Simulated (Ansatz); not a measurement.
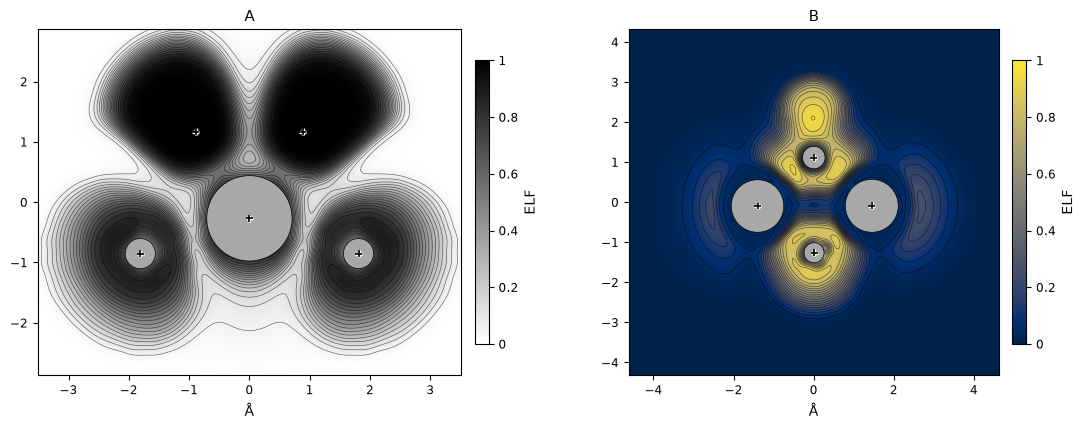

The electron localisation function of 2 systems, each on a plane through atoms (crosses mark nuclei in the plane; grey discs cover the cores).

The calculation used RKS B3LYP-D4/def2-SVP in Ansatz.

System 1: Al₂ClFH₄O, the plane of atoms Al1, O5 and Al6. 

```yaml
atoms:
  - { symbol: Al, position_ang: [0.2226, -0.3326, 0.3314] }
  - { symbol: Cl, position_ang: [-0.8989, 0.9205, 1.6106] }
  - { symbol: H, position_ang: [1.5681, 0.1470, -0.3022] }
  - { symbol: F, position_ang: [-0.8668, -1.1151, -0.9156] }
  - { symbol: O, position_ang: [0.2033, -2.0699, 0.9810] }
  - { symbol: Al, position_ang: [-0.9485, -2.8598, -0.2825] }
  - { symbol: H, position_ang: [-0.1696, -3.7899, -1.2876] }
  - { symbol: H, position_ang: [-2.3607, -3.1660, 0.3478] }
  - { symbol: H, position_ang: [0.3851, -2.3573, 1.8832] }
```

System 2: F₄H₂W, the plane of atoms F2, W1 and H7. Core potentials replace the inner electrons of W.

```yaml
atoms:
  - { symbol: W, position_ang: [0.1332, 0.0000, 0.1332] }
  - { symbol: F, position_ang: [-0.7328, 0.0000, 1.8254] }
  - { symbol: F, position_ang: [1.8254, 0.0000, -0.7328] }
  - { symbol: F, position_ang: [0.3318, 1.8153, 0.3318] }
  - { symbol: H, position_ang: [-1.5071, 0.0000, -0.2524] }
  - { symbol: F, position_ang: [0.3318, -1.8153, 0.3318] }
  - { symbol: H, position_ang: [-0.2524, 0.0000, -1.5071] }
```

### Which map belongs to which system?

Panel A is system 2, F₄H₂W: the plane holds W, F and H. W–H (1.68 Å): the ELF climbs to about 1 towards the hydrogen. Panel B is system 1, Al₂ClFH₄O: the plane holds Al, F and O. Al–F (1.83 Å): the ELF peaks at about 0.85 in the valence shell of F, 0.6 Å from its nucleus, and is about 0.30 at the midpoint.
